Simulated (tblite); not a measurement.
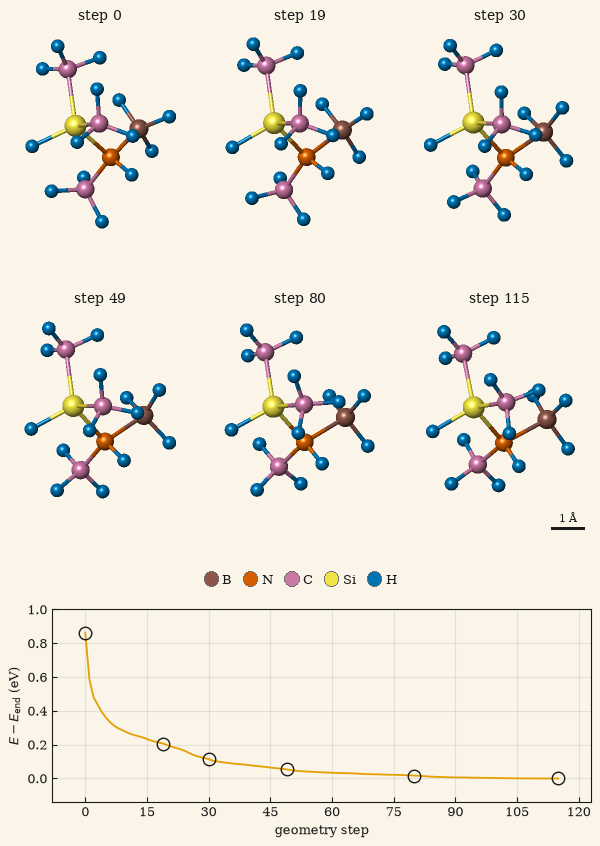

Frames of a relaxation of C₃H₁₄BNSi, marked on the history of the run. Style: ball-and-stick. Shown from a free direction.

Computed with tblite, GFN2-xTB geometry optimisation, gas phase. 

### What happens along the run?

The energy falls by 0.863 eV in 115 geometry steps. An H atom moves most after the best rigid fit: 1.03 Å. Largest moves by element: H 1.03 Å, B 0.42 Å, C 0.40 Å, N 0.24 Å, Si 0.13 Å. Among the contacts that change: B–N 1.509 → 1.665 Å, C–H 1.127 → 1.086 Å, C–Si 1.859 → 1.891 Å, H–N 1.045 → 1.014 Å. Bond angles that change, for instance: B–N–H 107.7° → 100.1°, H–B–H 106.1° → 112.6°, N–B–H 112.7° → 106.7°. Groups turn about C–Si by about 45°, C–N by about 45°, B–N by about 30°. Cost: 1.3 s on 1 thread of Arm Neoverse N1, with other jobs on the host. From step 0 to 19: an H atom moves most (0.33 Å), energy −0.657 eV. From step 19 to 30: an H atom moves most (0.43 Å), energy −0.092 eV. From step 30 to 49: an H atom moves most (0.35 Å), energy −0.061 eV. From step 49 to 80: an H atom moves most (0.35 Å), energy −0.036 eV. From step 80 to 115: H atoms move most (0.36 Å), energy −0.017 eV.
